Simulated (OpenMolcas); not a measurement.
Run report: AlH₂S, single-point calculation

- system: AlH₂S, multiplicity 2
- method: FCI/STO-3G, ROHF (OpenMolcas 26.06)

A bond length was changed on purpose from its optimised value.

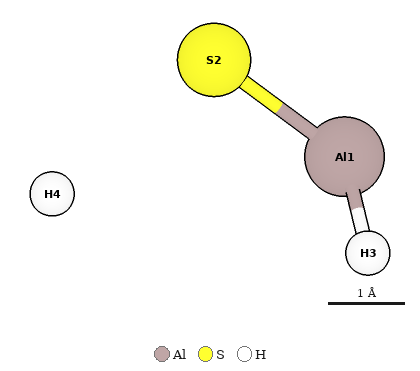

Fig. 1: The structure as given in the input (ball-and-stick view, seen at a tilt; atoms are numbered from 1 in the order of the input). Sticks mark near contacts. Bond lengths as drawn: Al–H 1.57 Å and Al–S 2.22 Å.

## Summary

| quantity | value |
| --- | --- |
| outcome | converged |
| total energy | −633.238046 hartree |
| basis functions | 20 |
| hardware | 1 thread of Arm Neoverse V1, 24 GiB of memory available, shared host |
| wall time | 6.3 s |
| peak memory | 0.37 GiB |

## The input
```
* AlH2S full CI
>>> EXPORT MOLCAS_PRINT=2

&GATEWAY
 BasLib=$CurrDir
 Coord
 4
 angstrom
 Al       1.667165      -1.931602       0.366079
 S        2.575805       0.083988       0.544109
 H        0.865905      -2.501302       1.593819
 H       -0.168730       1.607180      -0.544510
 Basis=STO-3G
 Group=NoSym

&SEWARD

&RASSCF
 FileOrb=$CurrDir/step1.RasOrb
 Spin=2
 Nactel=11 0 0
 Inactive=10
 Ras2=10
 CIRoot=3 3 1
 OrbListing=Nothing
 CIOnly
```

Launched with:
```bash
export MOLCAS_MEM=1860
pymolcas step2.inp > step2.log
```

## The program's output
```
--- Start Module: gateway ---

                                              &GATEWAY

                       available to each process: 1.9 GB of memory, 1 thread

 Basis Set     1 Label: AL.STO-3G
 Basis set is read from library:.
 basistype.tbl is not found

 Basis Set     2 Label: S.STO-3G
 Basis set is read from library:.
 basistype.tbl is not found

 Basis Set     3 Label: H.STO-3G
 Basis set is read from library:.
 basistype.tbl is not found

++    Symmetry information:
      ---------------------

                    Character Table for C1

                             E
                    a        1  x, y, xy, Rz, z, xz, Ry, yz, Rx, I
--

++    Basis set information:
      ----------------------

      Basis set label: AL.STO-3G.........

      Electronic valence basis set:
      ------------------
      Associated Effective Charge  13.000000 au
      Associated Actual Charge     13.000000 au
      Nuclear Model: Point charge

      Shell  nPrim  nBasis  Cartesian Spherical Contaminant
         s       9       3        X
         p       6       2        X

      Basis set label: S.STO-3G.........

      Electronic valence basis set:
      ------------------
      Associated Effective Charge  16.000000 au
      Associated Actual Charge     16.000000 au
      Nuclear Model: Point charge

      Shell  nPrim  nBasis  Cartesian Spherical Contaminant
         s       9       3        X
         p       6       2        X

      Basis set label: H.STO-3G.........

      Electronic valence basis set:
      ------------------
      Associated Effective Charge   1.000000 au
      Associated Actual Charge      1.000000 au
      Nuclear Model: Point charge

      Shell  nPrim  nBasis  Cartesian Spherical Contaminant
         s       3       1        X
--

++    Molecular structure info:
      -------------------------

                    ************************************************
                    **** Cartesian Coordinates / bohr, angstrom ****
                    ************************************************

     Center  Label                x              y              z                     x              y              z
        1      AL1              3.150485      -3.650199       0.691789              1.667165      -1.931602       0.366079
        2      S2               4.867566       0.158714       1.028217              2.575805       0.083988       0.544109
        3      H3               1.636323      -4.726776       3.011881              0.865905      -2.501302       1.593819
        4      H4              -0.318853       3.037130      -1.028975             -0.168730       1.607180      -0.544510

                    ***************************************
                    *    InterNuclear Distances / bohr    *
                    ***************************************

               1 AL1           2 S2            3 H3            4 H4
    1 AL1      0.000000
    2 S2       4.191583        0.000000
    3 H3       2.972294        6.184163        0.000000
    4 H4       7.727723        6.278237        8.968248        0.000000

                    *******************************************
                    *    InterNuclear Distances / angstrom    *
                    *******************************************

               1 AL1           2 S2            3 H3            4 H4
    1 AL1      0.000000
    2 S2       2.218090        0.000000
    3 H3       1.572870        3.272518        0.000000
    4 H4       4.089335        3.322300        4.745792        0.000000
--

            Nuclear Potential Energy             60.92648102 au

--- Stop Module: gateway /rc=_RC_ALL_IS_WELL_ ---

--- Start Module: seward ---

                                              &SEWARD

                       available to each process: 1.9 GB of memory, 1 thread

               SEWARD will generate:
                  Multipole Moment integrals up to order  2
                  Kinetic Energy integrals
                  Nuclear Attraction integrals (point charge)
                  One-Electron Hamiltonian integrals
                  Velocity integrals
                  Orbital angular momentum around (  3.9685  -1.5601   0.8781 )
                  Velocity quadrupole around (  3.9685  -1.5601   0.8781 )
                  Two-Electron Repulsion integrals

                   Integrals are discarded if absolute value <: 1.00E-14
                   Integral cutoff threshold is set to       <: 1.00E-16

            Nuclear Potential Energy             60.92648102 au

      Basis set specifications :
      Symmetry species         a
      Basis functions           20

--- Stop Module: seward /rc=_RC_ALL_IS_WELL_ ---

--- Start Module: rasscf ---

                                              &RASSCF

                       available to each process: 1.9 GB of memory, 1 thread

      Header of the ONEINT file:
      --------------------------

      OrdInt status: non-squared

      Cartesian coordinates in angstrom:
      -----------------------------------------------------
      No.  Label        X            Y            Z
      -----------------------------------------------------
       1   AL1        1.66716500  -1.93160200   0.36607900
       2   S2         2.57580500   0.08398800   0.54410900
       3   H3         0.86590500  -2.50130200   1.59381900
       4   H4        -0.16873000   1.60718000  -0.54451000
      -----------------------------------------------------
      Nuclear repulsion energy =   60.92648102

++    Wave function specifications:
      -----------------------------

      Number of closed shell electrons          20
      Number of electrons in active shells      11
      Max number of holes in RAS1 space          0
      Max nr of electrons in RAS3 space          0
      Number of inactive orbitals               10
      Number of active orbitals                 10
      Number of secondary orbitals               0
      Spin quantum number                      0.5
      State symmetry                             1
--

++    Orbital specifications:
      -----------------------

      Symmetry species                           1
                                                 a
      Frozen orbitals                            0
      Inactive orbitals                         10
      Active orbitals                           10
      RAS1 orbitals                              0
      RAS2 orbitals                             10
      RAS3 orbitals                              0
      Secondary orbitals                         0
      Deleted orbitals                           0
      Number of basis functions                 20
--

++    CI expansion specifications:
      ----------------------------

      Number of CSFs                         27720
      Number of determinants                 52920
      Number of root(s) required                 3
      Root chosen for geometry opt.              3
      CI roots used                              1     2     3
      weights                                0.333 0.333 0.333
      highest root included in the CI            3
      max. size of the explicit Hamiltonian    200
--

++    Optimization specifications:
      ----------------------------

      RASSCF algorithm: Conventional
      Maximum number of macro iterations       200
      Maximum number of SX iterations          100
      Threshold for RASSCF energy            1.000E-08
      Threshold for max MO rotation          1.000E-01
      Threshold for max BLB element          1.000E-04
      Level shift parameter                  5.000E-01
      Make Quasi-Newton update
--

      The MO-coefficients are taken from the file:
      step1.RasOrb
      Title: RASSCF canonical orbitals for CASPT2

      Total molecular charge    0.00

      ************************************************************************************************************************
      *                                            Wave function control section                                             *
      ************************************************************************************************************************

                                         CASCI only, no orbital optimization will be done.
                                         -------------------------------------------------

          iter iter root      energy       change     param      element    value   shift minimum  type update hh:mm:ss
 Nr of preliminary CI iterations:  17
        1   1    0    0  -633.21981920    0.00E+00   0.00E+00    8  20 1  1.07E-02*  0.00   0.00    SX    NO    0:00:03

      ************************************************************************************************************************
                                                      Wave function printout:
                       occupation of active orbitals, and spin coupling of open shells (u,d: Spin up or down)
      ************************************************************************************************************************

      Note: transformation to natural orbitals
      has been made, which may change the order of the CSFs.

      printout of CI-coefficients larger than  0.05 for root  1
      energy=    -633.238046
      conf/sym  1111111111     Coeff  Weight
             1  22222u0000   0.84041 0.70629
             7  2222udu000   0.11160 0.01246
             8  2222uud000  -0.19775 0.03910
            18  2222uu00d0  -0.05587 0.00312
            35  222u2d0u00   0.05398 0.00291
            37  222u2u0d00  -0.09413 0.00886
            57  22u22du000   0.09610 0.00924
            58  22u22ud000  -0.16643 0.02770
           132  22220u2000   0.28469 0.08105
           176  222uduud00   0.07869 0.00619
           212  22u2du2000  -0.15690 0.02462
           252  2u22du2000  -0.05487 0.00301
           795  22u2uud0d0  -0.06845 0.00469

      printout of CI-coefficients larger than  0.05 for root  2
      energy=    -633.213960
      conf/sym  1111111111     Coeff  Weight
             7  2222udu000  -0.80422 0.64677
             8  2222uud000  -0.46439 0.21566
            22  2222ud000u   0.05831 0.00340
            57  22u22du000  -0.06989 0.00488
           220  22u2dud0u0   0.05998 0.00360
           782  22u2ud2000   0.24864 0.06182
           832  2u22ud2000   0.05699 0.00325

      printout of CI-coefficients larger than  0.05 for root  3
      energy=    -633.207452
      conf/sym  1111111111     Coeff  Weight
             2  222220u000  -0.07514 0.00565
            32  222u2du000   0.79826 0.63722
            33  222u2ud000   0.41381 0.17124
            47  222u2d000u  -0.05483 0.00301
           380  22ud2ud0u0  -0.05481 0.00300
           732  222uud2000  -0.27246 0.07424
           932  22uu2d2000  -0.20762 0.04311

      Natural orbitals and occupation numbers for root  1
      sym 1:   1.997641   1.972818   1.956613   1.959181   1.712696   1.000009   0.295053   0.047020   0.034971   0.023999

      Natural orbitals and occupation numbers for root  2
      sym 1:   1.998517   1.969209   1.966339   1.985275   1.007232   1.001406   0.991876   0.025718   0.031742   0.022686

      Natural orbitals and occupation numbers for root  3
      sym 1:   1.998208   1.968077   1.993488   1.087979   1.967444   0.910743   1.000435   0.018639   0.032563   0.022423

      ************************************************************************************************************************
      *                                                    Final results                                                     *
      ************************************************************************************************************************

++    Final optimization conditions:
      ------------------------------

      Average CI energy                            -633.21981920
      RASSCF energy for state  3                   -633.20745226
      Super-CI energy                                 0.00000000
      RASSCF energy change                            0.00000000
      Max change in MO coefficients               0.000E+00
      Max non-diagonal density matrix element     0.000E+00
      Maximum BLB matrix element                  1.065E-02
      (orbital pair   8,  20 in symmetry   1)
      Norm of electronic gradient            3.151E-02
--

      Final state energy(ies):
      ------------------------

::    RASSCF root number  1 Total energy:   -633.23804578
::    RASSCF root number  2 Total energy:   -633.21395957
::    RASSCF root number  3 Total energy:   -633.20745226
      Von Neumann Entropy (Root   1) =  1.48602

      Mulliken population analysis for root number:  1
      -----------------------------------------------

++    Molecular charges:
      ------------------

      Mulliken charges per centre
      ---------------------------

                AL1     S2      H3      H4
      Total   12.5267 16.2445  1.2269  1.0019

      N-E      0.4733 -0.2445 -0.2269 -0.0019

      Total electronic charge=   31.000000

      Total            charge=   -0.000000
--

      Expectation values of various properties for root number:  1
      -----------------------------------------------------------

++    Molecular properties:
      ---------------------

      Charge (e):
                      =   -0.0000
      Dipole Moment (debye):
      Origin of the operator (angstrom)=    2.1001   -0.8256    0.4647
                   X= -6.1877E-01               Y= -2.3333E+00               Z= -1.1435E+00           Total=  2.6711E+00
      Quadrupole Moment (debye*angstrom):
      Origin of the operator (angstrom)=    2.1001   -0.8256    0.4647
                  XX= -2.1995E+01              XY= -1.8202E+00              XZ=  1.6208E+00              YY= -2.1716E+01
                  YZ=  2.4838E+00              ZZ= -2.1510E+01
      In traceless form (debye*angstrom)
                  XX= -3.8179E-01              XY= -2.7302E+00              XZ=  2.4312E+00              YY=  3.6563E-02
                  YZ=  3.7258E+00              ZZ=  3.4522E-01
--

      Mulliken spin population analysis for root number:  1
      ---------------------------------------------------

++    Molecular charges:
      ------------------

      Mulliken spin population per centre
      ---------------------------

                AL1     S2      H3      H4
      Total   -0.0021  0.0042 -0.0002  0.9980

      Total electronic spin=    1.000000
--

      Von Neumann Entropy (Root   2) =  1.80654

      Mulliken population analysis for root number:  2
      -----------------------------------------------

++    Molecular charges:
      ------------------

      Mulliken charges per centre
      ---------------------------

                AL1     S2      H3      H4
      Total   12.5284 16.1991  1.2711  1.0014

      N-E      0.4716 -0.1991 -0.2711 -0.0014

      Total electronic charge=   31.000000

      Total            charge=   -0.000000
--

      Expectation values of various properties for root number:  2
      -----------------------------------------------------------

++    Molecular properties:
      ---------------------

      Charge (e):
                      =   -0.0000
      Dipole Moment (debye):
      Origin of the operator (angstrom)=    2.1001   -0.8256    0.4647
                   X= -1.4790E-01               Y= -1.4511E+00               Z= -1.2601E+00           Total=  1.9276E+00
      Quadrupole Moment (debye*angstrom):
      Origin of the operator (angstrom)=    2.1001   -0.8256    0.4647
                  XX= -2.2087E+01              XY= -2.3341E+00              XZ=  1.3875E+00              YY= -2.3380E+01
                  YZ=  1.8559E+00              ZZ= -2.1671E+01
      In traceless form (debye*angstrom)
                  XX=  4.3924E-01              XY= -3.5012E+00              XZ=  2.0812E+00              YY= -1.5013E+00
                  YZ=  2.7838E+00              ZZ=  1.0621E+00
--

      Mulliken spin population analysis for root number:  2
      ---------------------------------------------------

++    Molecular charges:
      ------------------

      Mulliken spin population per centre
      ---------------------------

                AL1     S2      H3      H4
      Total    0.4784  0.7747  0.0797 -0.3329

      Total electronic spin=    1.000000
--

      Von Neumann Entropy (Root   3) =  1.77886

      Mulliken population analysis for root number:  3
      -----------------------------------------------

++    Molecular charges:
      ------------------

      Mulliken charges per centre
      ---------------------------

                AL1     S2      H3      H4
      Total   12.5136 16.2132  1.2719  1.0013

      N-E      0.4864 -0.2132 -0.2719 -0.0013

      Total electronic charge=   31.000000

      Total            charge=   -0.000000
--

      Expectation values of various properties for root number:  3
      -----------------------------------------------------------

++    Molecular properties:
      ---------------------

      Charge (e):
                      =   -0.0000
      Dipole Moment (debye):
      Origin of the operator (angstrom)=    2.1001   -0.8256    0.4647
                   X= -2.4578E-01               Y= -1.5458E+00               Z= -1.1593E+00           Total=  1.9478E+00
      Quadrupole Moment (debye*angstrom):
      Origin of the operator (angstrom)=    2.1001   -0.8256    0.4647
                  XX= -2.1024E+01              XY= -3.0589E+00              XZ=  2.6284E+00              YY= -2.3167E+01
                  YZ=  1.5147E+00              ZZ= -2.3007E+01
      In traceless form (debye*angstrom)
                  XX=  2.0623E+00              XY= -4.5884E+00              XZ=  3.9426E+00              YY= -1.1515E+00
                  YZ=  2.2721E+00              ZZ= -9.1085E-01
--

      Mulliken spin population analysis for root number:  3
      ---------------------------------------------------

++    Molecular charges:
      ------------------

      Mulliken spin population per centre
      ---------------------------

                AL1     S2      H3      H4
      Total    0.5025  0.7359  0.0910 -0.3294

      Total electronic spin=    1.000000
--

      Average orbitals are written to the RASORB file
      Natural orbitals for root   1 are written to the RASORB.1 file
      Natural orbitals for root   2 are written to the RASORB.2 file
      Natural orbitals for root   3 are written to the RASORB.3 file
      Spin density orbitals for root   1 are written to the SPDORB.1 file
      Spin density orbitals for root   2 are written to the SPDORB.2 file
      Spin density orbitals for root   3 are written to the SPDORB.3 file

--- Stop Module: rasscf /rc=_RC_ALL_IS_WELL_ ---
           step2.SpdOrb.1 step2.SpdOrb.2 step2.SpdOrb.3 xmldump
--- Module rasscf spent 5 seconds ---

.##################.
.# Happy landing! #.
.##################.

    Timing: Wall=6.07 User=5.18 System=0.87
```
